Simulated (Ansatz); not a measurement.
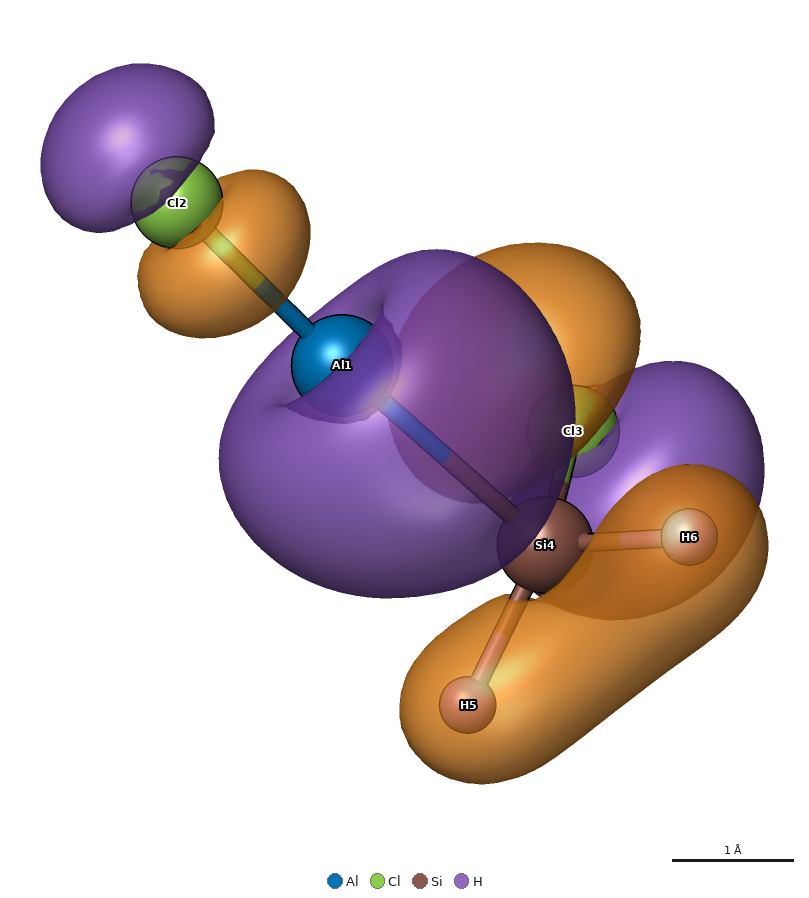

Figure 1: AlCl2H2Si (SMILES [Cl][Al+][SiH2]Cl) (charge +1). The HOMO at ±0.08 Å⁻³ᐟ² (orange and purple are the two phases), seen at an oblique angle.

Geometry: r2SCAN-D4/def2-SVP.

Computed with isolated molecule in a Gaussian basis; Kohn-Sham density functional theory, functional PBE0 (Ansatz).

```
atom    x (Å)    y (Å)    z (Å)
  Al  -1.5372   2.4741  -0.8111
  Cl  -2.5537   3.9906  -1.7172
  Cl  -0.9782   1.3139   2.4227
  Si  -0.3966   0.7312   0.5525
   H   1.0530   0.9031   0.2965
   H  -0.9776  -0.5625   0.1217
```

Q: Where does this orbital lie, and at what energy?

A: It lies mainly on Cl3 (about 45 %), Al1 (about 25 %), Si4 (about 15 %) and Cl2 (about 5 %). Its energy is −13.51 eV.
